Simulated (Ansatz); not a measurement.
# [GeBr3]-: reading failed and doubtful runs

Aim: try 2 inputs for [GeBr3]- as typed, read how each ends, and find what has to change.

Method: the settings change from run to run; program: Ansatz 0.2.0, Gaussian basis.

### 1 The molecule

The geometry comes from an earlier relaxation with PBE0-D4/def2-SVPD; it is a stationary point.

4 atoms, charge -1, spin multiplicity 1.

Atoms are counted from 1 here; the program's logs count them from 0.

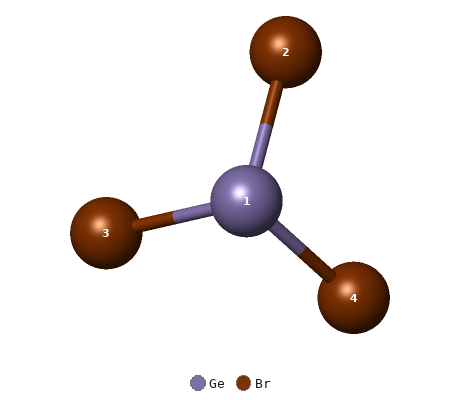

The geometry (germanium purple, bromine brown); atoms are numbered from 1 in the order of the file.

### 2 Attempt 1

in.yaml reads:

```yaml
crystal:
  periodic: [false, false, false]
  atoms:
    - {symbol: Ge, position_ang: [-0.005940, 0.006146, 0.902629]}
    - {symbol: Br, position_ang: [2.173935, -0.038531, -0.286826]}
    - {symbol: Br, position_ang: [-1.052784, 1.898016, -0.320431]}
    - {symbol: Br, position_ang: [-1.115211, -1.865631, -0.295363]}
basis:
  gaussian: {orbitals: aug-cc-pVDZ}
total_charge: -1
hamiltonian: {xc: {name: HF}, dispersion: d4}
scf: {omitted_lower_state_checks: [starts]}
output: {forces: true}
```

Started as:

```
$ ansatz run in.yaml --threads 4 --pin off --events-out ev --progress --plain --max-ram 3916MiB
```

The program printed:

```text
Functional definition: HF
  name "HF"
  cite "Fock, Z. Phys. 61, 126 (1930) doi:10.1007/BF01340294"
  parent pbe
  exchange = exact_x
  correlation = 0
these checks for a lower state are left out or cut short: starts
1589 factors; integrals over basis functions are off by at most 3.4e-4 eV
mean field evaluation 1: about -266472.7203 eV, gradient 1.6e1 eV
mean field evaluation 2: about -266472.7208 eV, gradient 1.6e1 eV
mean field evaluation 4: about -266473.7834 eV, gradient 1.3e0 eV
mean field evaluation 8: about -266473.8050 eV, gradient 1.1e-3 eV
mean field -266473.80500014 eV, -9792.7317113229 hartree, gradient 1.0e-5 eV, S^2 0.000000; 0 other end points of the search recorded, 0 dependent functions left out
the calculation of the forces begins
reference -266473.80500014 eV, -9792.7317113229 hartree; 69, 69 occupied and 75, 75 virtual orbitals, 1589 factors
Total energy: -266474.37173703 eV, -9792.7525385195 hartree
Atom 0 at    -0.005940     0.006146     0.902629 Å, force    -0.002332     0.003088     0.294976 eV/Å
Atom 1 at     2.173935    -0.038531    -0.286826 Å, force     0.072044    -0.001428    -0.098021 eV/Å
Atom 2 at    -1.052784     1.898016    -0.320431 Å, force    -0.033174     0.059000    -0.098529 eV/Å
Atom 3 at    -1.115211    -1.865631    -0.295363 Å, force    -0.036538    -0.060660    -0.098426 eV/Å
Dipole moment:    -0.001772     0.001811     0.323806 e Å
Checks for a lower state left out: starts
```

Wall time 7 s (4 threads of Arm Neoverse N1, shared host); peak memory 0.57 GiB.

The program accepted this input and the run converged.

### 3 Attempt 2

in.yaml reads:

```yaml
crystal:
  periodic: [false, false, false]
  atoms:
    - {symbol: Ge, position_ang: [-0.013067, 0.013521, 1.985784]}
    - {symbol: Br, position_ang: [4.782657, -0.084769, -0.631017]}
    - {symbol: Br, position_ang: [-2.316126, 4.175635, -0.704948]}
    - {symbol: Br, position_ang: [-2.453464, -4.104388, -0.649798]}
basis:
  gaussian: {orbitals: cc-pVTZ}
total_charge: -1
magnetization: {spin_polarized: true, initial_magnetization: 0}
hamiltonian: {xc: {name: HF}}
correlation: {method: mp2}
scf: {omitted_lower_state_checks: [starts]}
```

Same command.

The program printed, shortened:

```text
Functional definition: HF
  name "HF"
  cite "Fock, Z. Phys. 61, 126 (1930) doi:10.1007/BF01340294"
  parent pbe
[...]
1114 factors; integrals over basis functions are off by at most 3.4e-4 eV
[...]
mean field -266475.29928506 eV, -9792.7866252808 hartree, gradient 1.8e-6 eV, S^2 2.024573; 0 other end points of the search recorded, 0 dependent functions left out
36 core orbitals not correlated: weight in the atoms' cores, before any rotation towards them, 1.000 or more for the frozen orbitals, at most 0.000 for the correlated occupied ones
reference -266475.29928506 eV, -9792.7866252808 hartree; 33, 33 occupied and 103, 103 virtual orbitals, 1114 factors
second order -20.09588658 eV of doubles, -0.00000000 eV of singles
Total energy: -266495.39517165 eV, -9793.5251354913 hartree
Checks for a lower state left out: starts
```

Wall time 24 s (4 threads of Arm Neoverse N1, shared host); peak memory 0.8 GiB.

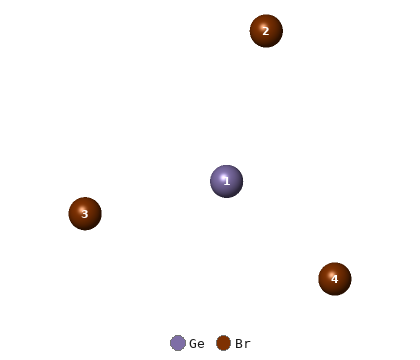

The geometry of this input.

**Diagnosis.** It ended without an error, which proves nothing about the input. The geometry is stretched to more than twice its size. The shortest distance is 5.46 Å (Ge1–Br2), against 2.48 Å in the relaxed molecule. Its energy is no property of the relaxed molecule. Cure: use the relaxed coordinates.

### 4 Summary

```
attempt           level      ended                                                  cause  time
      1  HF/aug-cc-pVDZ  converged                                                          7 s
      2     MP2/cc-pVTZ  converged  the geometry is stretched to more than twice its size  24 s
```

2 converged. The dangerous case is the input that converges on a wrong geometry, charge, spin, basis or grid: often only a look at the input shows it.
